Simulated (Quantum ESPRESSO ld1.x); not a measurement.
Atomic calculation for Ir³⁺

System: Ir³⁺, configuration typed as [Xe] 4f14 5d6.
Method: radial all-electron Kohn-Sham run of Quantum ESPRESSO ld1.x with rel=1, dft='PBE' as typed.

Input:
```
 &input
    zed=77.0,
    iswitch=1,
    rel=1,
    dft='PBE',
    config='[Xe] 4f14 5d6',
    rmax=4.0,
    prefix='ld1',
    max_out_wfc=37,
    file_charge='ld1.rho',
 /
```

Hardware: 1 CPU thread, shared host.

Command:
```bash
OMP_NUM_THREADS=1 ld1.x < ld1.in > ld1.out
```

Log:
```
     Program LD1 v.7.5 starts

     --------------------------- All-electron run ----------------------------

     scalar relativistic calculation

     atomic number is 77.00
     dft =PBE   lsd =0 sic =0 latt =0  beta=0.20 tr2=1.0E-14
     Exchange-correlation= PBE
                           (   1   4   3   4   0   0   0)
     mesh =1717 r(mesh) =   3.99161 a.u. xmin = -8.00 dx = 0.00800
     1 Ry =  13.60569312 eV, c = 137.03599908

     n l     nl                  e(Ry)          e(Ha)          e(eV)
     1 0     1S 1( 2.00)     -5598.4266     -2799.2133    -76170.4738
     2 0     2S 1( 2.00)      -981.2544      -490.6272    -13350.6463
     2 1     2P 1( 6.00)      -852.6462      -426.3231    -11600.8425
     3 0     3S 1( 2.00)      -231.2850      -115.6425     -3146.7921
     3 1     3P 1( 6.00)      -193.6865       -96.8432     -2635.2385
     4 0     4S 1( 2.00)       -51.1644       -25.5822      -696.1266
     4 1     4P 1( 6.00)       -38.8357       -19.4178      -528.3861
     3 2     3D 1(10.00)      -152.3400       -76.1700     -2072.6915
     5 0     5S 1( 2.00)        -9.5031        -4.7516      -129.2968
     5 1     5P 1( 6.00)        -6.3058        -3.1529       -85.7954
     4 2     4D 1(10.00)       -23.7040       -11.8520      -322.5098
     4 3     4F 1(14.00)        -6.8860        -3.4430       -93.6892
     5 2     5D 1( 6.00)        -2.6936        -1.3468       -36.6485

     final scf error:  4.6E-15 reached in  26 iterations

     Etot =  -35650.834717 Ry,  -17825.417359 Ha, -485054.316738 eV

     Ekin =   39646.740474 Ry,   19823.370237 Ha,  539421.384216 eV
     Encl =  -88306.060948 Ry,  -44153.030474 Ha,-1201465.166160 eV
     Eh   =   13698.747035 Ry,    6849.373517 Ha,  186380.948327 eV
     Exc  =    -690.261278 Ry,    -345.130639 Ha,   -9391.483121 eV

     normalization and overlap integrals

     s(1S/1S) =  1.000000  <r> =   0.0174  <r2> =    0.0004  r(max) =   0.0108
     s(1S/2S) = -0.035170
     s(1S/3S) = -0.015417
     s(1S/4S) = -0.007576
     s(1S/5S) = -0.003303
     s(2S/2S) =  1.000000  <r> =   0.0736  <r2> =    0.0064  r(max) =   0.0623
     s(2S/3S) = -0.009886
     s(2S/4S) = -0.004632
     s(2S/5S) = -0.002000
     s(2P/2P) =  1.000000  <r> =   0.0662  <r2> =    0.0054  r(max) =   0.0514
     s(2P/3P) = -0.007764
     s(2P/4P) = -0.003443
     s(2P/5P) = -0.001360
     s(3S/3S) =  1.000000  <r> =   0.1904  <r2> =    0.0415  r(max) =   0.1763
     s(3S/4S) = -0.003367
     s(3S/5S) = -0.001405
     s(3P/3P) =  1.000000  <r> =   0.1913  <r2> =    0.0424  r(max) =   0.1749
     s(3P/4P) = -0.002830
     s(3P/5P) = -0.001082
     s(4S/4S) =  1.000000  <r> =   0.4233  <r2> =    0.2022  r(max) =   0.3986
     s(4S/5S) = -0.000981
     s(4P/4P) =  1.000000  <r> =   0.4505  <r2> =    0.2307  r(max) =   0.4182
     s(4P/5P) = -0.000766
     s(3D/3D) =  1.000000  <r> =   0.1733  <r2> =    0.0352  r(max) =   0.1420
     s(3D/4D) = -0.002060
     s(3D/5D) = -0.000593
     s(5S/5S) =  1.000000  <r> =   0.9756  <r2> =    1.0676  r(max) =   0.8871
     s(5P/5P) =  1.000000  <r> =   1.1252  <r2> =    1.4293  r(max) =   1.0002
     s(4D/4D) =  1.000000  <r> =   0.4784  <r2> =    0.2647  r(max) =   0.4249
     s(4D/5D) = -0.000459
     s(4F/4F) =  1.000000  <r> =   0.5348  <r2> =    0.3502  r(max) =   0.3954
     s(5D/5D) =  1.000060  <r> =   1.5345  <r2> =    2.7042  r(max) =   1.2715

     ------------------------ End of All-electron run ------------------------
```

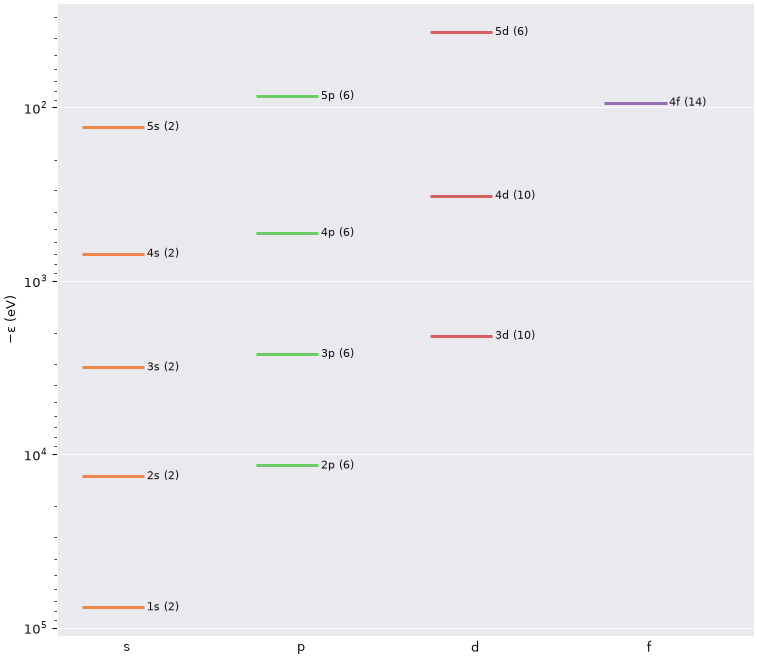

All occupied levels, on a logarithmic scale of binding energy, are drawn (occupations in brackets). They are the filled levels of this odd run. The highest occupied level is 5d at −36.6 eV. The highest 6 occupied levels, from the top down, are 5d (−36.6 eV), 5p (−85.8 eV), 4f (−93.7 eV), 5s (−129.3 eV), 4d (−322.5 eV), 4p (−528.4 eV).

What the run reported:

- outcome: converged
- total energy: −17825.4174 hartree
- kinetic energy: 19823.3702 hartree
- electron–nucleus energy: −44153.0305 hartree
- Hartree energy: 6849.3735 hartree
- exchange–correlation energy: −345.130639 hartree
- SCF iterations: 26
- wall time: 0.67 s

What is odd here:

One thing in this input was made odd on purpose: rmax too small. The program ran to the end. Its total energy differs from that of the same run with the usual input (−17825.42487 hartree) by +0.0075 hartree, so this setting spoils the energy.
